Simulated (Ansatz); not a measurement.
C3H10BNSi: several calculations on one system

### Relaxation

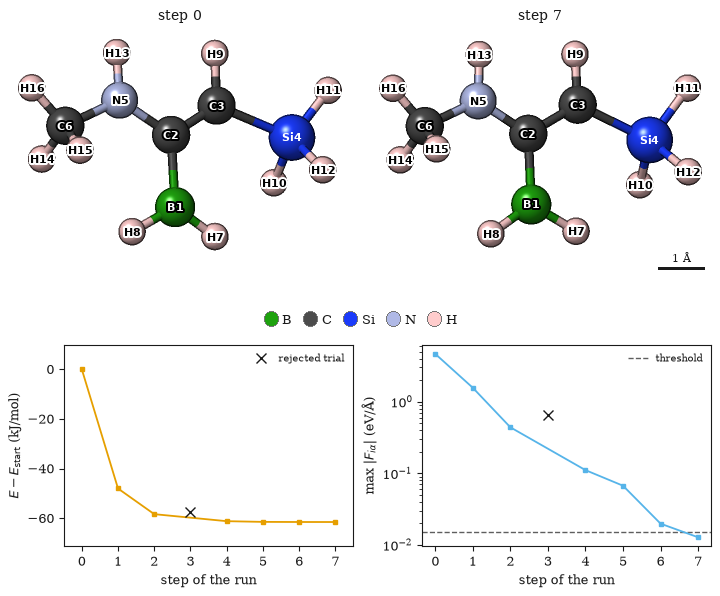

First and last geometry of a relaxation of C$_{3}$H$_{10}$BNSi, with the history of the run. The picture is a ball-and-stick view, seen at a tilt.

The run prepares an end point of a later path (torsion) calculation, from a guessed geometry.

These are results of RKS PBE/6-31G* in Ansatz, not measurements.

The input:
```yaml
crystal:
  periodic: [false, false, false]
  atoms:
    - { symbol: B, position_ang: [-0.723, -1.1363, -0.667] }
    - { symbol: C, position_ang: [-0.0352, 0.0889, 0.079] }
    - { symbol: C, position_ang: [1.2568, 0.3128, -0.0778] }
    - { symbol: Si, position_ang: [2.5348, -0.6594, -1.126] }
    - { symbol: "N", position_ang: [-0.7742, 0.9605, 0.9346] }
    - { symbol: C, position_ang: [-2.2102, 0.8605, 1.1981] }
    - { symbol: H, position_ang: [-0.1673, -1.8244, -1.3957] }
    - { symbol: H, position_ang: [-1.8915, -1.2541, -0.5493] }
    - { symbol: H, position_ang: [1.7532, 1.1477, 0.5163] }
    - { symbol: H, position_ang: [2.0281, -0.6033, -2.502] }
    - { symbol: H, position_ang: [3.8044, -0.1084, -0.9823] }
    - { symbol: H, position_ang: [2.4902, -2.0624, -0.6569] }
    - { symbol: H, position_ang: [-0.3253, 1.7694, 1.4299] }
    - { symbol: H, position_ang: [-2.7958, 0.9761, 0.2658] }
    - { symbol: H, position_ang: [-2.4343, -0.1606, 1.654] }
    - { symbol: H, position_ang: [-2.5337, 1.6703, 1.9236] }
basis:
  gaussian: { orbitals: "6-31G*" }
hamiltonian:
  xc: pbe
relax:
  f_tol: 0.015
  max_steps: 40
output:
  orbitals: {}
```

Command:
```bash
ansatz run input.yaml --threads 2 --pin off --max-ram 3072MiB --backend cpu --events-out ev --progress --plain --runs-dir out
```

> Did the run converge, and what did it change?

It converged. Over 6 accepted moves (7 points after the start) the energy falls by 61.5 kJ/mol. Largest force component: 4.6 eV/Å at the start, 0.013 eV/Å at the end. The line search rejected the trial step at point 3 of the run. H10 moves most after the best rigid fit: 0.16 Å. By element the largest moves are H 0.16 Å, B 0.10 Å, Si 0.08 Å, C 0.07 Å, N 0.04 Å. Near-neighbour distances that change, for instance: Si4–H11 1.391 → 1.504 Å, C2–C3 1.321 → 1.389 Å, B1–H7 1.146 → 1.205 Å, C2–N5 1.428 → 1.378 Å. Among the angles between lasting bonds that change: C3–Si4–H10 105.3° → 114.4°, C3–Si4–H12 106.7° → 114.4°, H10–Si4–H11 113.4° → 107.0°. Cost: 26 s on 2 threads of Arm Neoverse V2, with other jobs on the host, peak memory 0.16 GiB.

### Relaxation

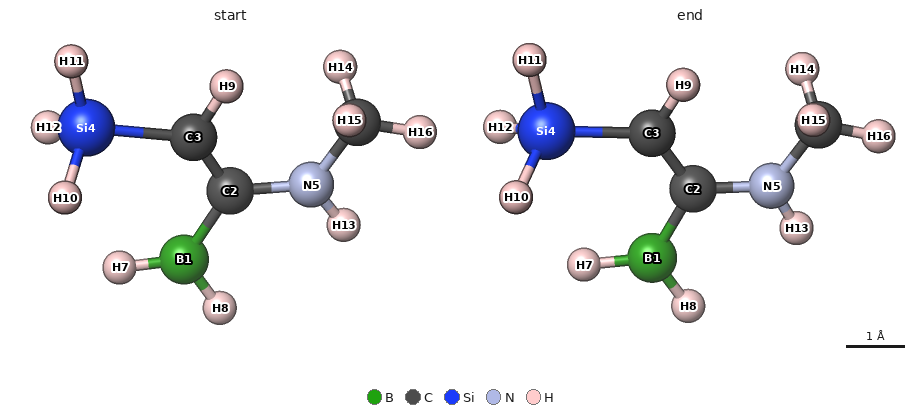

The structure of C$_{3}$H$_{10}$BNSi before (left) and after (right) a relaxation, at one scale.

The picture is a ball-and-stick view, seen from a free direction.

The run prepares an end point of a later path (torsion) calculation, from a guessed geometry.

All numbers below come from Ansatz 0.2.0, RKS PBE/6-31G*. (no spin polarisation; force threshold 0.015 eV/Å; at most 40 steps)

**Describe what moved and what it gained.**

Over 7 geometry steps the energy falls by 15.7 kcal/mol. The largest force component goes from 4.8 to 0.0051 eV/Å. The atom that moves furthest after the best rigid fit is an H atom (0.16 Å). By element the largest moves are H 0.16 Å, B 0.15 Å, C 0.08 Å, Si 0.07 Å, N 0.02 Å. Among the contacts that change: H–Si 1.391 → 1.504 Å, C–C 1.321 → 1.388 Å, B–H 1.146 → 1.204 Å, C–Si 1.918 → 1.869 Å. Bond angles that change, for instance: C–Si–H 105.3° → 114.3°, C–Si–H 106.7° → 114.4°, H–Si–H 113.4° → 107.0°.

### Path

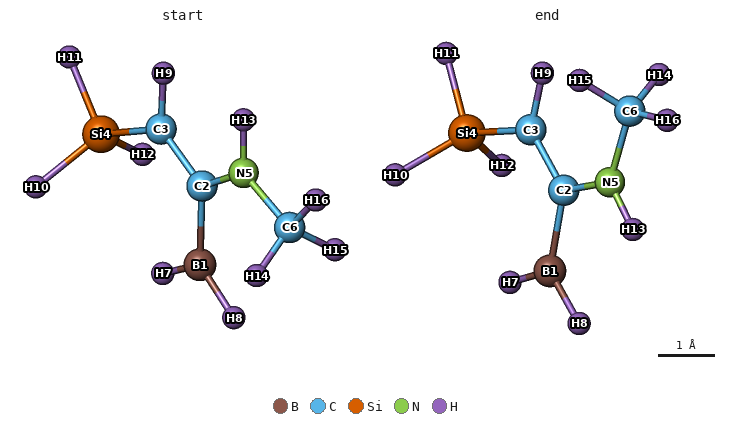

The two relaxed end points of a path for C3H10BNSi. A ball-and-stick model, seen from a free direction.

All numbers below come from RKS PBE/6-31G* in Ansatz 0.2.0.

The input:
```yaml
crystal:
  periodic: [false, false, false]
  atoms:
    - { symbol: B, position_ang: [-0.764632, -1.04514, -0.641726] }
    - { symbol: C, position_ang: [-0.082041, 0.128139, 0.110945] }
    - { symbol: C, position_ang: [1.283926, 0.310068, -0.062194] }
    - { symbol: Si, position_ang: [2.456745, -0.690647, -1.12168] }
    - { symbol: "N", position_ang: [-0.809111, 0.964242, 0.930871] }
    - { symbol: C, position_ang: [-2.228461, 0.852907, 1.209664] }
    - { symbol: H, position_ang: [-0.087202, -1.747261, -1.348285] }
    - { symbol: H, position_ang: [-1.942039, -1.286754, -0.551523] }
    - { symbol: H, position_ang: [1.7563, 1.147016, 0.483526] }
    - { symbol: H, position_ang: [2.140647, -0.666364, -2.591222] }
    - { symbol: H, position_ang: [3.814455, -0.066016, -0.952865] }
    - { symbol: H, position_ang: [2.582951, -2.133165, -0.717609] }
    - { symbol: H, position_ang: [-0.30081, 1.704052, 1.411348] }
    - { symbol: H, position_ang: [-2.843148, 0.955142, 0.295555] }
    - { symbol: H, position_ang: [-2.489473, -0.110051, 1.687993] }
    - { symbol: H, position_ang: [-2.511108, 1.66113, 1.901502] }
basis:
  gaussian: { orbitals: "6-31G*" }
hamiltonian:
  xc: pbe
neb:
  order_check: false
  images: 9
  f_tol: 0.05
  max_iterations: 60
  initial_path: idpp
  final_atoms:
    - { symbol: B, position_ang: [-0.82636286, -1.49063915, -0.99156353] }
    - { symbol: C, position_ang: [-0.47834412, -0.2710356, -0.10869233] }
    - { symbol: C, position_ang: [0.82591691, 0.19759375, -0.03112843] }
    - { symbol: Si, position_ang: [2.31721585, -0.48857359, -0.92510221] }
    - { symbol: "N", position_ang: [-1.5206884, 0.31203656, 0.58418788] }
    - { symbol: C, position_ang: [-1.37218107, 1.44201552, 1.47027332] }
    - { symbol: H, position_ang: [0.02860632, -2.04760907, -1.62997984] }
    - { symbol: H, position_ang: [-1.96352818, -1.90098107, -1.04879186] }
    - { symbol: H, position_ang: [1.03327985, 1.06454155, 0.61440683] }
    - { symbol: H, position_ang: [2.22485317, -0.42263842, -2.42495677] }
    - { symbol: H, position_ang: [3.49246463, 0.3573583, -0.51934589] }
    - { symbol: H, position_ang: [2.65475101, -1.91017664, -0.56809695] }
    - { symbol: H, position_ang: [-2.43638807, -0.11570272, 0.49050944] }
    - { symbol: H, position_ang: [-0.67696177, 1.21841468, 2.30523872] }
    - { symbol: H, position_ang: [-0.97336866, 2.32606198, 0.93316016] }
    - { symbol: H, position_ang: [-2.35226562, 1.70663193, 1.89418145] }
```

Launched with:
```bash
ansatz run input.yaml --threads 2 --pin off --max-ram 3072MiB --backend cpu --events-out ev --progress --plain --runs-dir out
```

> What barrier does the band find between them, and by what path?

The energy climbs by 10.4 kcal/mol to image 5 and then falls by 13.5 kcal/mol, so the end point sits at −3.2 kcal/mol. The motion is a rotation about the C2–N5 bond by about 180°. No bond forms or breaks between the ends. Among the angles between lasting bonds that change up to the highest image: C2–N5–C6 125.7° → 112.6°, C2–N5–H13 117.3° → 107.7°. The band converged in 21 iterations. The largest component of the band force went from 1.9 to 0.044 eV/Å. The climbing image converged on the top of the path. Its vibrational analysis gives one imaginary mode (100i cm⁻¹), as a transition state must have.

Energies of the converged images:

```
image  path (Å)  E (kcal/mol)
    0      0.00           0.0
    1      0.83          -0.1
    2      1.65           0.0
    3      2.48           1.4
    4      3.31           8.4
    5      4.14          10.4
    6      5.20           9.3
    7      6.27           5.7
    8      7.33           0.8
    9      8.40          -2.5
   10      9.46          -3.2
```

The geometry at the top of the path:

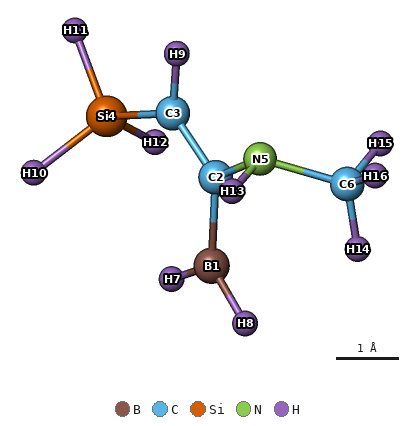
